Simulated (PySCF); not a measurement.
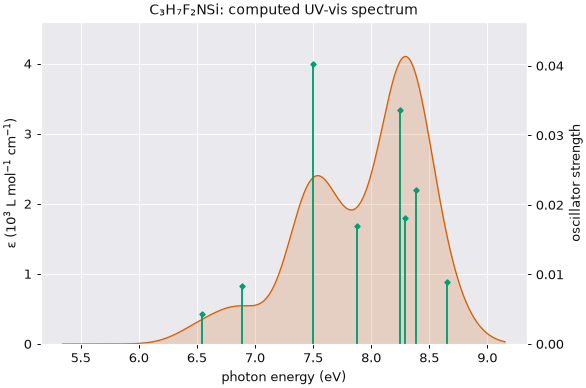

Computed absorption of C₃H₇F₂NSi, SMILES F[C@@H]1CN[Si@@H](F)C1. Vertical TDDFT excitations, CAM-B3LYP/def2-SVPD, PySCF, at a GFN2-xTB geometry (no frequency check), gas phase. Only the first 8 singlet excitations are included; each is broadened by a Gaussian of 1/e half-width 0.30 eV. Sticks give oscillator strengths (right axis).

Which of the computed transitions is the brightest, and what character does the calculation give it?

Answer. S3 at 7.50 eV (165 nm), f = 0.040, mainly HOMO → LUMO+2 (66 %).

Where is the lowest singlet, and is it bright?

Answer. S1 lies at 6.54 eV (189 nm) with f = 0.004, mainly HOMO → LUMO (59 %); it is dark or nearly so.

Does any vertical transition fall in the visible?

Answer. No singlet lies below 3.1 eV (beyond 400 nm), so at this level no vertical transition falls in the visible.

Note: states above the negative HOMO energy depend on the basis; the tight-binding geometry is rougher than a DFT one and adds to the error; one conformer of a flexible molecule; core orbitals are frozen in the response.
